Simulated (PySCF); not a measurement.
# H2S2 (SMILES SS) at QCISD(T)/STO-3G

Aim: the energy change on altering one bond length of H2S2 at QCISD(T)/STO-3G, from 2 runs. Input form: a Python script.

Program for the calculation: PySCF 2.14.0.

11 further runs of the same task are left out: 11 set aside as unsound or not needed.

## Step 1: The system as given

H2S2 has 4 atoms, charge 0, and is taken as a singlet. As SMILES, `SS`. The coordinates come from a PBE0-D4/def2-TZVP relaxation.

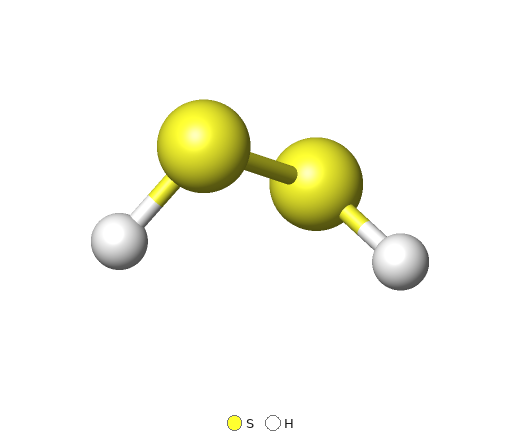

The structure, seen from a chosen angle (sulfur yellow, hydrogen white).

## Step 2: The energy at QCISD(T)/STO-3G

start.xyz

```xyz
4
H2S2
S      0.784480    -0.789210     0.166690
S      0.060220     1.121560     0.067360
H     -0.225420    -1.352590     0.856880
H     -0.619290     1.020250    -1.090950
```

input.py

```python
# SS
from pyscf import gto, scf, cc

mol = gto.M(
    atom='start.xyz',
    basis='sto-3g',
    charge=0,
    max_memory=1860,
    verbose=4,
)

calc0 = scf.RHF(mol)
calc0.conv_tol = 1e-10
calc0.kernel()
if not calc0.converged:
    calc0 = calc0.newton().run(calc0.mo_coeff, calc0.mo_occ)

mycc = cc.QCISD(calc0, frozen=10)
mycc.kernel()
e_t = mycc.qcisd_t()
e_final = mycc.e_tot + e_t
print('E = %.10f Eh' % e_final)
```

Started as:

```
$ OMP_NUM_THREADS=1 python input.py
```

What it wrote:

```text
PySCF version 2.14.0

[INPUT] num. atoms = 4
[INPUT] num. electrons = 34
[INPUT] charge = 0
[INPUT] spin (= nelec alpha-beta = 2S) = 0
[INPUT] symmetry False subgroup None
[INPUT] Mole.unit = angstrom
[INPUT] Symbol           X                Y                Z      unit          X                Y                Z       unit  Magmom
[INPUT]  1 S      0.784480000000  -0.789210000000   0.166690000000 AA    1.482452350199  -1.491390754768   0.314998447704 Bohr   0.0
[INPUT]  2 S      0.060220000000   1.121560000000   0.067360000000 AA    0.113799307221   2.119441232267   0.127291951751 Bohr   0.0
[INPUT]  3 H     -0.225420000000  -1.352590000000   0.856880000000 AA   -0.425982062999  -2.556024658825   1.619268521617 Bohr   0.0
[INPUT]  4 H     -0.619290000000   1.020250000000  -1.090950000000 AA   -1.170288491682   1.927993078588  -2.061596715594 Bohr   0.0

nuclear repulsion = 85.4431434225536
number of shells = 12
number of NR pGTOs = 60
number of NR cGTOs = 20
basis = sto-3g
ecp = {}

******** <class 'pyscf.scf.hf.RHF'> ********
method = RHF
initial guess = minao
damping factor = 0
level_shift factor = 0
DIIS = <class 'pyscf.scf.diis.CDIIS'>
diis_start_cycle = 1
diis_space = 8
diis_damp = 0
SCF conv_tol = 1e-10
SCF conv_tol_grad = None
SCF max_cycles = 50
direct_scf = True
direct_scf_tol = 1e-13
Set gradient conv threshold to 1e-05
Initial guess from minao.
init E= -787.021096148235
  HOMO = -0.244484878806789  LUMO = 0.131016148827182  gap/eV = 10.21790
cycle= 1 E= -787.468310775408  delta_E= -0.447  |g|= 0.209  |ddm|= 2.59
  HOMO = -0.246694270790275  LUMO = 0.373514512940004  gap/eV = 16.87674
cycle= 2 E= -787.490158879835  delta_E= -0.0218  |g|= 0.0231  |ddm|= 0.423
  HOMO = -0.272667172061967  LUMO = 0.342199786037081  gap/eV = 16.73138
cycle= 3 E= -787.490456679133  delta_E= -0.000298  |g|= 0.00389  |ddm|= 0.0477
  HOMO = -0.272290739071307  LUMO = 0.342847687424921  gap/eV = 16.73877
cycle= 4 E= -787.490466921895  delta_E= -1.02e-05  |g|= 0.000514  |ddm|= 0.0107
  HOMO = -0.272252099177782  LUMO = 0.342974842063371  gap/eV = 16.74118
cycle= 5 E= -787.490467201873  delta_E= -2.8e-07  |g|= 0.000143  |ddm|= 0.00198
  HOMO = -0.272282365813074  LUMO = 0.342966821507046  gap/eV = 16.74178
cycle= 6 E= -787.490467230586  delta_E= -2.87e-08  |g|= 3.05e-05  |ddm|= 0.000772
  HOMO = -0.272284535036861  LUMO = 0.342967152016774  gap/eV = 16.74185
cycle= 7 E= -787.490467232025  delta_E= -1.44e-09  |g|= 4.11e-06  |ddm|= 0.000202
  HOMO = -0.272284643389467  LUMO = 0.342967137746496  gap/eV = 16.74185
cycle= 8 E= -787.490467232047  delta_E= -2.23e-11  |g|= 7.74e-07  |ddm|= 2.15e-05
  HOMO = -0.272284649476153  LUMO = 0.342967102011679  gap/eV = 16.74185
Extra cycle  E= -787.490467232047  delta_E= 2.27e-13  |g|= 3.31e-07  |ddm|= 2.34e-06
converged SCF energy = -787.490467232047

******** <class 'pyscf.cc.qcisd.QCISD'> ********
QCISD nocc = 7, nmo = 10
frozen orbitals 10
max_cycle = 50
direct = 0
conv_tol = 1e-07
conv_tol_normt = 1e-05
diis_space = 6
diis_start_cycle = 0
diis_start_energy_diff = 1e+09
Init t2, MP2 energy = -787.538190220583  E_corr(MP2) -0.0477229885364212
Init E_corr(QCISD) = -0.0477229885364939
cycle = 1  E_corr(QCISD) = -0.0613754542950826  dE = -0.0136524658  norm(t1,t2) = 0.0428929
cycle = 2  E_corr(QCISD) = -0.0660502750728816  dE = -0.00467482078  norm(t1,t2) = 0.016755
cycle = 3  E_corr(QCISD) = -0.0690006238232908  dE = -0.00295034875  norm(t1,t2) = 0.00721111
cycle = 4  E_corr(QCISD) = -0.0690213678926173  dE = -2.07440693e-05  norm(t1,t2) = 0.00105863
cycle = 5  E_corr(QCISD) = -0.0690041446696239  dE = 1.7223223e-05  norm(t1,t2) = 0.000247462
cycle = 6  E_corr(QCISD) = -0.0690045277303925  dE = -3.83060769e-07  norm(t1,t2) = 5.73323e-05
cycle = 7  E_corr(QCISD) = -0.0690042411417306  dE = 2.86588662e-07  norm(t1,t2) = 1.21613e-05
cycle = 8  E_corr(QCISD) = -0.0690045462257618  dE = -3.05084031e-07  norm(t1,t2) = 3.59235e-06
cycle = 9  E_corr(QCISD) = -0.0690045653329027  dE = -1.91071409e-08  norm(t1,t2) = 1.37834e-06
QCISD converged
E(QCISD) = -787.5594717973798  E_corr = -0.0690045653329027
QCISD(T) correction = -0.000272397994301595
E = -787.5597441954 Eh
```

Run time: 0.81 s. Hardware: 1 thread of Arm Neoverse V1, shared host; peak memory 0.1 GiB.

## Step 3: The distorted shape

calc.py

```python
from pyscf import gto, cc

system = gto.M(
    atom='''
S      1.289444    -0.507512    -0.178415
S      0.565184     1.403258    -0.277745
H     -0.225420    -1.352590     0.856880
H     -0.114326     1.301948    -1.436055
''',
    charge=0,
    verbose=3,
    max_memory=1860,
    basis='sto-3g',
)

calc0 = system.RHF()
calc0.conv_tol = 1e-10
calc0.kernel()
if not calc0.converged:
    calc0 = calc0.newton().run(calc0.mo_coeff, calc0.mo_occ)

mycc = cc.QCISD(calc0, frozen=10)
mycc.kernel()
e_t = mycc.qcisd_t()
e_tot = mycc.e_tot + e_t
print(f'total energy: {e_tot:.8f} hartree')
```

Started as:

```
$ OMP_NUM_THREADS=1 python calc.py
```

What it wrote:

```text
converged SCF energy = -787.353690029858
E(QCISD) = -787.4766798839402  E_corr = -0.122989854082221
QCISD(T) correction = -0.00134648021811258
total energy: -787.47802636 hartree
```

It took 0.87 s on 1 thread of Arm Neoverse V1, shared host; peak memory 0.12 GiB.

## Step 4: Outcome

Level: QCISD(T)/STO-3G, 10 core orbitals frozen.

| quantity | value |
| --- | --- |
| first shape: total energy | -787.55974 Eh |
| first shape: dipole moment (Hartree–Fock density) | 1.13 D |
| first shape: HOMO energy (Hartree–Fock orbitals) | -7.41 eV |
| first shape: LUMO energy (Hartree–Fock orbitals) | 9.33 eV |
| first shape: HOMO–LUMO gap (Hartree–Fock orbitals) | 16.74 eV |
| first shape: correlation energy (10 core orbitals frozen) | -69.3 mEh |
| first shape: (T) correction | -0.27 mEh |
| first shape: T1 diagnostic | 0.006 |
| distorted shape: total energy | -787.47803 Eh |
| distorted shape: dipole moment (Hartree–Fock density) | 0.85 D |
| distorted shape: HOMO energy (Hartree–Fock orbitals) | -6.85 eV |
| distorted shape: LUMO energy (Hartree–Fock orbitals) | 5.20 eV |
| distorted shape: HOMO–LUMO gap (Hartree–Fock orbitals) | 12.04 eV |
| distorted shape: correlation energy (10 core orbitals frozen) | -124.3 mEh |
| distorted shape: (T) correction | -1.35 mEh |
| distorted shape: T1 diagnostic | 0.012 |
| energy change with the S1–H3 bond stretched from 1.347 to 2.020 Å | 2.224 eV |

**Reading.** With the S1–H3 bond stretched from 1.347 to 2.020 Å the energy rises by 2.22 eV (51 kcal/mol). The first shape isn't relaxed at this level, so the change isn't measured from a minimum. The minimal basis adds a large error of its own. The triples (first shape) make up 0.4 % of the correlation energy. Mulliken charges (distorted shape) of the mean-field density run from -0.07 on H3 to +0.06 on S1. The triples (distorted shape) make up 1.1 % of the correlation energy.
